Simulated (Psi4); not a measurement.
# Single-point calculation, with input and output: GeH2Cl2O (part 2 of 2)

The same run, continued: GeH2Cl2O; CAM-B3LYP/def2-SVP, UKS (Psi4 1.11). 

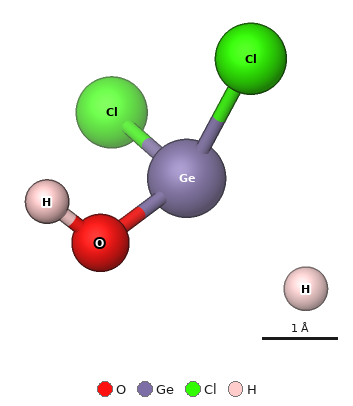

The structure (ball-and-stick view, seen at a tilt). Sticks mark near contacts.

### The program's output, continued
```
  Rotational constants: A =      0.12185  B =      0.07305  C =      0.05280 [cm^-1]
  Rotational constants: A =   3653.10594  B =   2189.85029  C =   1582.77379 [MHz]
  Nuclear repulsion =  467.358867863502155

  Charge       = 0
  Multiplicity = 1
  Electrons    = 76
  Nalpha       = 38
  Nbeta        = 38

  ==> Algorithm <==

  SCF Algorithm Type is DF.
  DIIS enabled.
  MOM disabled.
  Fractional occupation disabled.
  Guess Type is READ.
  Energy threshold   = 1.00e-06
  Density threshold  = 1.00e-06
  Integral threshold = 1.00e-12

  ==> Primary Basis <==

  Basis Set: DEF2-SVP
    Blend: DEF2-SVP
    Number of shells: 40
    Number of basis functions: 92
    Number of Cartesian functions: 98
    Spherical Harmonics?: true
    Max angular momentum: 2

  ==> DFT Potential <==

   => LibXC <=

    Version 7.1.2

   => Composite Functional: CAM-B3LYP <=

    CAM-B3LYP Hyb-GGA Exchange-Correlation Functional

    Deriv               =              1
    GGA                 =           TRUE
    Meta                =          FALSE

    Exchange Hybrid     =           TRUE
    MP2 Hybrid          =          FALSE

   => Exchange Functionals <=

    0.3500         Becke 88 [omega = 0.3300]
    0.4600   Short-range recipe for B88 functional - erf [omega = 0.3300]

   => Exact (HF) Exchange <=

    0.4600            HF,LR [omega = 0.3300]
    0.1900               HF

   => Correlation Functionals <=

    0.1900   Vosko, Wilk & Nusair (VWN5)
    0.8100   Lee, Yang & Parr

   => LibXC Density Thresholds  <==

    XC_HYB_GGA_XC_CAM_B3LYP:  1.00E-14

   => Molecular Quadrature <=

    Radial Scheme          =       TREUTLER
    Pruning Scheme         =           NONE
    Nuclear Scheme         =       TREUTLER

    Blocking Scheme        =         OCTREE
    BS radius alpha        =              1
    Pruning alpha          =              1
    Radial Points          =             75
    Spherical Points       =            302
    Total Points           =         128634
    Total Blocks           =           1044
    Max Points             =            256
    Max Functions          =             88
    Weights Tolerance      =       1.00E-15

   => Loading Basis Set <=

    Name: (DEF2-SVP AUX)
    Role: JKFIT
    Keyword: DF_BASIS_SCF

   => Loading Basis Set <=

    Name: DEF2-SVP
    Role: ORBITAL
    Keyword: BASIS

  Reading orbitals from file scr/output.system.4892.180.npy, no projection.

  ==> Integral Setup <==

  DFHelper Memory: AOs need 0.121 GiB; user supplied 0.887 GiB.
  SCF_SUBTYPE=INCORE selected. In-core MEM_DF algorithm will be used.
  Using in-core AOs.

  ==> MemDFJK: Density-Fitted J/K Matrices <==

    J tasked:                   Yes
    K tasked:                   Yes
    wK tasked:                  Yes
    Omega:                3.300E-01
    Memory [MiB]:               908
    Algorithm:                 Core
    Schwarz Cutoff:           1E-12
    Mask sparsity (%):       3.5208
    Fitting Condition:        1E-10

   => Auxiliary Basis Set <=

  Basis Set: (DEF2-SVP AUX)
    Blend: DEF2-UNIVERSAL-JKFIT
    Number of shells: 173
    Number of basis functions: 635
    Number of Cartesian functions: 814
    Spherical Harmonics?: true
    Max angular momentum: 5

  Cached 100.0% of DFT collocation blocks in 0.231 [GiB].

  Minimum eigenvalue in the overlap matrix is 1.8061290180E-02.
  Reciprocal condition number of the overlap matrix is 4.6164916703E-03.
    Using symmetric orthogonalization.

  ==> Pre-Iterations <==

  SCF Guess: Orbitals guess was supplied from a previous computation.

   -------------------------------------------------------
    Irrep   Nso     Nmo     Nalpha   Nbeta   Ndocc  Nsocc
   -------------------------------------------------------
     A         92      92      38      38      38       0
   -------------------------------------------------------
    Total      92      92      38      38      38       0
   -------------------------------------------------------

  ==> Iterations <==

                           Total Energy        Delta E     RMS |[F,P]|

   @DF-UKS iter   0: -3073.33254843889745   -3.07333e+03   3.34105e-03
   @DF-UKS iter   1: -3073.36072764357550   -2.81792e-02   1.23038e-03 ADIIS/DIIS
   @DF-UKS iter   2: -3073.36372672648258   -2.99908e-03   9.49810e-04 ADIIS/DIIS
   @DF-UKS iter   3: -3073.36558577801406   -1.85905e-03   1.64109e-04 ADIIS/DIIS
   @DF-UKS iter   4: -3073.36638438999717   -7.98612e-04   1.27599e-04 ADIIS/DIIS
   @DF-UKS iter   5: -3073.36725999604869   -8.75606e-04   8.88214e-05 DIIS
   @DF-UKS iter   6: -3073.36794193889318   -6.81943e-04   6.15090e-05 DIIS
   @DF-UKS iter   7: -3073.36835341076403   -4.11472e-04   3.31473e-05 DIIS
   @DF-UKS iter   8: -3073.36851770460362   -1.64294e-04   1.76259e-05 DIIS
   @DF-UKS iter   9: -3073.36858759460620   -6.98900e-05   7.97590e-06 DIIS
   @DF-UKS iter  10: -3073.36859762705399   -1.00324e-05   1.89725e-06 DIIS
   @DF-UKS iter  11: -3073.36859770474121   -7.76872e-08   5.25689e-07 DIIS
  Energy and wave function converged.

  ==> Post-Iterations <==

   Electrons on quadrature grid:
      Nalpha   =   38.0000069100 ; deviation = 6.910e-06
      Nbeta    =   38.0000069141 ; deviation = 6.914e-06
      Ntotal   =   76.0000138241 ; deviation = 1.382e-05

   @Spin Contamination Metric:   4.343235105E-09
   @S^2 Expected:                0.000000000E+00
   @S^2 Observed:                4.343235105E-09
   @S   Expected:                0.000000000E+00
   @S   Observed:                0.000000000E+00

    Orbital Energies [Eh]
    ---------------------

    Alpha Occupied:

       1A   -398.862510     2A   -101.587022     3A   -101.586950
       4A    -49.919244     5A    -44.455944     6A    -44.455575
       7A    -44.454703     8A    -19.239268     9A     -9.542362
      10A     -9.542311    11A     -7.310666    12A     -7.310632
      13A     -7.303263    14A     -7.303224    15A     -7.303018
      16A     -7.302982    17A     -6.382965    18A     -4.559055
      19A     -4.558734    20A     -4.556455    21A     -1.385186
      22A     -1.383410    23A     -1.380194    24A     -1.378531
      25A     -1.378469    26A     -1.085598    27A     -0.927137
      28A     -0.902830    29A     -0.648551    30A     -0.556090
      31A     -0.484493    32A     -0.465244    33A     -0.431609
      34A     -0.415737    35A     -0.404708    36A     -0.396062
      37A     -0.387535    38A     -0.356083

    Alpha Virtual:

      39A     -0.065835    40A      0.061002    41A      0.070188
      42A      0.082874    43A      0.132779    44A      0.213106
      45A      0.311891    46A      0.358864    47A      0.389361
      48A      0.418440    49A      0.441090    50A      0.466522
      51A      0.547170    52A      0.570270    53A      0.623356
      54A      0.633161    55A      0.687683    56A      0.724223
      57A      0.819073    58A      0.831929    59A      0.832003
      60A      0.834337    61A      0.837993    62A      0.870463
      63A      0.873595    64A      0.885575    65A      0.945746
      66A      0.999344    67A      1.004186    68A      1.015455
      69A      1.045824    70A      1.070349    71A      1.111714
      72A      1.131958    73A      1.170040    74A      1.326343
      75A      1.354286    76A      1.449218    77A      1.516001
      78A      1.531869    79A      1.534067    80A      1.669146
      81A      1.700380    82A      2.246278    83A      2.395147
      84A      2.443991    85A      2.480723    86A      2.548181
      87A      2.581429    88A      2.763348    89A      2.945182
      90A      3.020443    91A      3.164901    92A      3.742704

    Beta Occupied:

       1A   -398.862510     2A   -101.587023     3A   -101.586950
       4A    -49.919244     5A    -44.455944     6A    -44.455575
       7A    -44.454703     8A    -19.239268     9A     -9.542362
      10A     -9.542311    11A     -7.310666    12A     -7.310632
      13A     -7.303264    14A     -7.303224    15A     -7.303018
      16A     -7.302982    17A     -6.382965    18A     -4.559055
      19A     -4.558734    20A     -4.556455    21A     -1.385186
      22A     -1.383410    23A     -1.380193    24A     -1.378531
      25A     -1.378468    26A     -1.085597    27A     -0.927137
      28A     -0.902831    29A     -0.648549    30A     -0.556089
      31A     -0.484493    32A     -0.465243    33A     -0.431609
      34A     -0.415738    35A     -0.404708    36A     -0.396061
      37A     -0.387535    38A     -0.356091

    Beta Virtual:

      39A     -0.065838    40A      0.061003    41A      0.070189
      42A      0.082876    43A      0.132780    44A      0.213106
      45A      0.311892    46A      0.358865    47A      0.389363
      48A      0.418442    49A      0.441091    50A      0.466521
      51A      0.547171    52A      0.570263    53A      0.623356
      54A      0.633161    55A      0.687683    56A      0.724222
      57A      0.819072    58A      0.831929    59A      0.832002
      60A      0.834336    61A      0.837992    62A      0.870463
      63A      0.873594    64A      0.885575    65A      0.945746
      66A      0.999344    67A      1.004185    68A      1.015455
      69A      1.045824    70A      1.070350    71A      1.111715
      72A      1.131957    73A      1.170039    74A      1.326342
      75A      1.354285    76A      1.449218    77A      1.516001
      78A      1.531859    79A      1.534057    80A      1.669143
      81A      1.700374    82A      2.246279    83A      2.395147
      84A      2.443992    85A      2.480724    86A      2.548182
      87A      2.581430    88A      2.763350    89A      2.945183
      90A      3.020444    91A      3.164902    92A      3.742704

    Final Occupation by Irrep:
              A
    DOCC [    38 ]
    SOCC [     0 ]
    NA   [    38 ]
    NB   [    38 ]

  @DF-UKS Final Energy: -3073.36859770474121

   => Energetics <=

    Nuclear Repulsion Energy =            467.3588678635021552
    One-Electron Energy =               -5200.3192569387683761
    Two-Electron Energy =                1771.5416244380398894
    DFT Exchange-Correlation Energy =    -111.9498330675152573
    Empirical Dispersion Energy =           0.0000000000000000
    VV10 Nonlocal Energy =                  0.0000000000000000
    Total Energy =                      -3073.3685977047412052

  UHF NO Occupations:
  HONO-2 :   36  A 2.0000000
  HONO-1 :   37  A 2.0000000
  HONO-0 :   38  A 2.0000000
  LUNO+0 :   39  A 0.0000000
  LUNO+1 :   40  A 0.0000000
  LUNO+2 :   41  A 0.0000000
  LUNO+3 :   42  A 0.0000000

Computation Completed

Properties will be evaluated at   0.000000,   0.000000,   0.000000 [a0]

Properties computed using the SCF density matrix

 Multipole Moments:

 ------------------------------------------------------------------------------------
     Multipole            Electronic (a.u.)      Nuclear  (a.u.)        Total (a.u.)
 ------------------------------------------------------------------------------------

 L = 1.  Multiply by 2.5417464519 to convert [e a0] to [Debye]
 Dipole X            :         -0.1927386            0.2816316            0.0888931
 Dipole Y            :         -0.5814381            0.6666434            0.0852053
 Dipole Z            :          1.2255275           -1.6305849           -0.4050574
 Magnitude           :                                                    0.4233597

 ------------------------------------------------------------------------------------

	total time  =         17 seconds =       0.28 minutes

    Psi4 run time: 0:00:25.44
```

The run was set up as follows.

### The input (input.dat)
```
memory 1600 mb

molecule system {
  0 1
  O      0.083296     1.114153    -1.312590
  Ge     0.178896    -0.325647    -0.319490
  Cl     2.192796    -1.039447    -0.276690
  Cl    -1.008104    -1.877447    -1.185790
  H      0.370696     0.975153    -2.219390
  H     -0.554000     0.204900     1.775700
  symmetry c1
}

set basis def2-SVP
set reference uks
set guess_mix true

set reference uhf
set stability_analysis follow
set max_attempts 5
energy('scf')
set reference uks
set stability_analysis none
set guess read
set guess_mix false

E, wfn = energy('cam-b3lyp', return_wfn=True)
```

Launch command:
```bash
psi4 -n 1 input.dat output.dat
```

### Results in brief

| quantity | value |
| --- | --- |
| outcome | converged |
| total energy | −3073.368598 hartree |
| basis functions | 92 |
| HOMO | −9.69 eV |
| LUMO | −1.79 eV |
| dipole moment | 1.08 D |
| hardware | 1 thread of Intel Xeon @ 2.50GHz (Skylake/Cascade Lake), 32 GiB of memory available, shared host |
| wall time | 28 s |
| peak memory | 0.59 GiB |
